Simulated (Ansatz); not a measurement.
**Ligand exchange: C5H11N + C2H6GeO → C5H10O + C2H7GeN**

Species: C5H11N (cyclopentylamine) `NC1CCCC1`, singlet; C2H6GeO `C[CH2][Ge][OH]`, singlet; C5H10O (cyclopentanol) `OC1CCCC1`, singlet; C2H7GeN `C[CH2][Ge][NH2]`, singlet. The partners trade NH2 for OH: C–NH2 and Ge–OH bonds give way to C–OH and Ge–NH2.

Shapes, held fixed at every level: PBE0-D4/def2-TZVP. Flexible molecules stand in one conformer, not always the lowest. Programs: Ansatz 0.2.0. Electronic energies: no zero-point or thermal term.

```
               level                    kind  ΔE (kJ/mol)  less CCSD(T)/def2-TZVPP
       HF/def2-TZVPP            Hartree–Fock        +19.8                     +0.2
r2SCAN-D4/def2-TZVPP                meta-GGA        +19.4                     -0.2
 BHLYP-D4/def2-TZVPP           global hybrid        +20.3                     +0.7
  wB97M-V/def2-TZVPP  range-separated hybrid        +21.6                     +2.0
  wB97X-V/def2-TZVPP  range-separated hybrid        +21.6                     +2.0
    CCSD(T)/def2-SVP   coupled cluster or CI        +19.0                     -0.6
     CCSD/def2-TZVPP   coupled cluster or CI        +19.8                     +0.2
  CCSD(T)/def2-TZVPP   coupled cluster or CI        +19.6                      0.0
```

The highest level, CCSD(T)/def2-TZVPP, gives ΔE = +19.6 kJ/mol; the levels span +19.0 to +21.6. The column of differences is taken from that level and isn't an error. No measured value is set beside it here. Relativity is left out for Ge. Outer-core shells of Ge are correlated in most correlated rows, in sets that cover them unevenly.

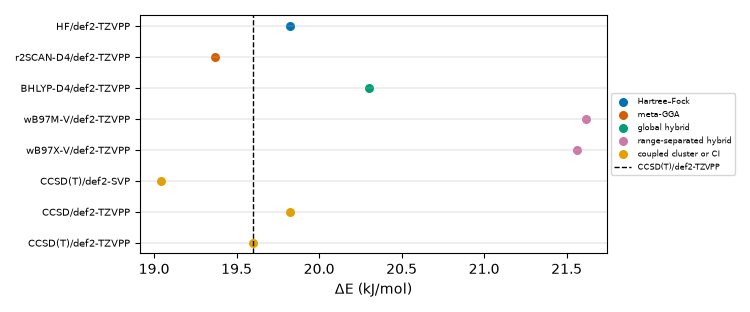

The values of the table, level by level.
